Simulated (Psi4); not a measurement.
# Si2H6O (disiloxane): BLYP/cc-pVDZ

What is the vertical singlet–triplet gap of Si2H6O (disiloxane) at BLYP/cc-pVDZ? 

Program for the calculation: Psi4 1.11.

12 further runs of the same task are left out: 10 that didn't finish, 2 set aside as unsound or not needed.

### 1 The molecule

The species is Si2H6O (9 atoms), meant as a singlet with charge 0. As SMILES, `[SiH3]O[SiH3]`. The coordinates come from a PBE0-D4/def2-TZVP relaxation.

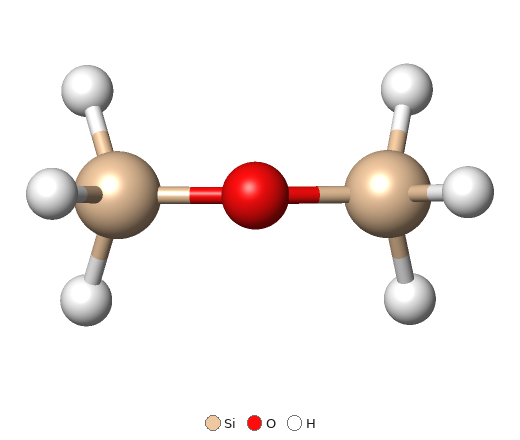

The structure, seen from a chosen angle (silicon light orange, oxygen red, hydrogen white).

### 2 A single-point energy at BLYP/cc-pVDZ

job.dat

```
memory 2200 MB

molecule mol {
  0 1
  Si
  O 1 1.633832
  Si 2 1.633825 1 147.20398
  H 1 1.486506 2 110.17129 3 -62.13544
  H 1 1.482573 4 109.61905 2 119.02728
  H 1 1.486608 5 109.63374 4 -119.57661
  H 3 1.482573 2 108.25491 1 -177.9811
  H 3 1.486499 7 109.61973 2 120.20271
  H 3 1.486625 7 109.63335 8 119.57622
  symmetry c1
  no_reorient
  no_com
}

set globals {
  basis cc-pVDZ
  reference rks
  puream true
  e_convergence 1e-09
  d_convergence 1e-08
  scf_type pk
  dft_radial_points 99
  dft_spherical_points 590
}

e = energy("blyp")
print_variables()
```

Launch:

```bash
psi4 -i job.dat -o job.out -n 1
```

job.out:

```text
[...]
  Running in c1 symmetry.
[...]
  Nuclear repulsion =  159.419023978073994
[...]
  Multiplicity = 1
[...]
  Nalpha       = 21
  Nbeta        = 21
[...]
    Number of basis functions: 80
[...]
   @RKS iter   1:  -657.56037934111805   -1.97415e-01   9.60034e-03 ADIIS/DIIS
[...]
   @RKS iter  11:  -657.81670892205614   -5.68434e-13   1.67985e-09 DIIS
[...]
    Orbital Energies [Eh]
    ---------------------
    Doubly Occupied:
       1A    -65.524452     2A    -65.524452     3A    -18.788844
       4A     -5.089194     5A     -5.089145     6A     -3.510532
       7A     -3.510524     8A     -3.506997     9A     -3.506996
      10A     -3.506990    11A     -3.506988    12A     -0.906615
      13A     -0.536390    14A     -0.451294    15A     -0.381259
      16A     -0.356988    17A     -0.355823    18A     -0.303513
      19A     -0.303100    20A     -0.261457    21A     -0.256569
[...]
  @RKS Final Energy:  -657.81670892205614
   => Energetics <=
    Nuclear Repulsion Energy =            159.4190239780739944
    One-Electron Energy =               -1226.4787754200299332
    Two-Electron Energy =                 461.9323810570118098
    DFT Exchange-Correlation Energy =     -52.6893385371119081
    Empirical Dispersion Energy =           0.0000000000000000
    VV10 Nonlocal Energy =                  0.0000000000000000
    Total Energy =                       -657.8167089220561365
[...]
 Multipole Moments:
 ------------------------------------------------------------------------------------
     Multipole            Electronic (a.u.)      Nuclear  (a.u.)        Total (a.u.)
 ------------------------------------------------------------------------------------
 L = 1.  Multiply by 2.5417464519 to convert [e a0] to [Debye]
 Dipole X            :          0.0002358           -0.0006824           -0.0004465
 Dipole Y            :          1.0637231           -1.1811058           -0.1173827
 Dipole Z            :          0.3130133           -0.3475759           -0.0345626
 Magnitude           :                                                    0.1223661
[...]
```

Run time: 41 s. Hardware: 1 thread of Intel Xeon at 2.50GHz (Skylake/Cascade Lake), shared host; peak memory 1.4 GiB.

### 3 The triplet: energy and gradient at UBLYP/cc-pVDZ

h6osi2.xyz

```xyz
9
H6OSi2
Si    -0.710290     1.052660    -0.919520
O      0.425550     0.090990    -0.245380
Si     0.775570    -1.038810     0.881750
H     -1.787270     0.226580    -1.525660
H     -0.060640     1.872420    -1.970220
H     -1.306170     1.942760     0.111330
H      2.224270    -1.343130     0.800010
H     -0.009310    -2.275600     0.628780
H      0.448290    -0.527870     2.238910
```

run.py

```python
import numpy as np
from ase.calculators.psi4 import Psi4
from ase.io import read

mol = read('h6osi2.xyz')
calc = Psi4(atoms=mol, method='blyp', basis='cc-pVDZ', memory='2200MB', num_threads=1, charge=0, multiplicity=3, label='calc', reference='uks')
calc.psi4.set_options({'puream': True, 'e_convergence': 1e-09, 'd_convergence': 1e-08, 'scf_type': 'pk', 'dft_radial_points': 99, 'dft_spherical_points': 590, 'maxiter': 100})
mol.calc = calc

forces = mol.get_forces()
print(f'energy: {mol.get_potential_energy():.6f} eV')
print('forces / eV A^-1')
print(np.round(forces, 5))
```

Launch:

```bash
python run.py
```

calc.dat (excerpt; [...] marks lines left out):

```text
[...]
  Running in c1 symmetry.
[...]
  Nuclear repulsion =  159.419028914662164
[...]
  Multiplicity = 3
[...]
  Nalpha       = 22
  Nbeta        = 20
[...]
    Number of basis functions: 80
[...]
   @UKS iter   1:  -657.30712315187645    5.58414e-02   9.58915e-03 ADIIS/DIIS
[...]
   @UKS iter  18:  -657.58149758888442   -1.36424e-11   5.22036e-09 DIIS
[...]
   @S^2 Observed:                2.002978436E+00
[...]
  @UKS Final Energy:  -657.58149758888442
   => Energetics <=
    Nuclear Repulsion Energy =            159.4190289146621637
    One-Electron Energy =               -1225.6106824751318527
    Two-Electron Energy =                 461.1909303938568883
    DFT Exchange-Correlation Energy =     -52.5807744222717517
    Empirical Dispersion Energy =           0.0000000000000000
    VV10 Nonlocal Energy =                  0.0000000000000000
    Total Energy =                       -657.5814975888844174
[...]
 Multipole Moments:
 ------------------------------------------------------------------------------------
     Multipole            Electronic (a.u.)      Nuclear  (a.u.)        Total (a.u.)
 ------------------------------------------------------------------------------------
 L = 1.  Multiply by 2.5417464519 to convert [e a0] to [Debye]
 Dipole X            :          0.7181537           -1.0486308           -0.3304772
 Dipole Y            :          0.1265506           -0.2239048           -0.0973542
 Dipole Z            :         -0.4454154            0.6050292            0.1596138
 Magnitude           :                                                    0.3796967
[...]
  -Total Gradient:
     Atom            X                  Y                   Z
    ------   -----------------  -----------------  -----------------
       1        0.038806327270    -0.053350659199     0.041420044914
       2       -0.033067435119    -0.006137230302     0.020155622366
       3       -0.034940948771     0.050429839187    -0.048004079774
       4        0.010079634521     0.008322856269     0.000308463702
       5       -0.003348033140    -0.000341665986     0.002153901195
       6        0.007155720453    -0.002461935896    -0.010119114473
       7       -0.003232838286    -0.000500291985     0.002296348440
       8        0.010643649882     0.007533319454     0.001003308196
       9        0.007900064224    -0.003495220277    -0.009212457818
[...]
```

On the terminal:

```text
energy: -17893.703973 eV
forces / eV A^-1
[[-1.9955   2.7434  -2.1299 ]
 [ 1.7004   0.31559 -1.03644]
 [ 1.79674 -2.59321  2.46847]
 [-0.51832 -0.42798 -0.01586]
 [ 0.17216  0.01757 -0.11076]
 [-0.36796  0.1266   0.52035]
 [ 0.16624  0.02573 -0.11808]
 [-0.54732 -0.38738 -0.05159]
 [-0.40624  0.17973  0.47372]]
```

Run time: 2.2 min. Hardware: 1 thread of Intel Xeon at 2.50GHz (Skylake/Cascade Lake), shared host; peak memory 1.4 GiB.

### 4 Summary of results

At BLYP/cc-pVDZ:

| quantity | value |
| --- | --- |
| singlet: total energy | -657.81671 Eh |
| singlet: dipole moment | 0.31 D |
| singlet: HOMO energy | -6.98 eV |
| singlet: LUMO energy | -0.49 eV |
| singlet: HOMO–LUMO gap | 6.49 eV |
| triplet: total energy | -657.58150 Eh |
| triplet: dipole moment | 0.97 D |
| triplet: HOMO energy (highest over α and β) | -1.13 eV |
| triplet: ⟨S²⟩ | 2.003 |
| triplet: largest force on an atom | 4.006 eV/Å |
| vertical energy of the triplet above the singlet | 6.400 eV |

**Reading.** At this shape the triplet lies 6.40 eV (618 kJ/mol) above the singlet.
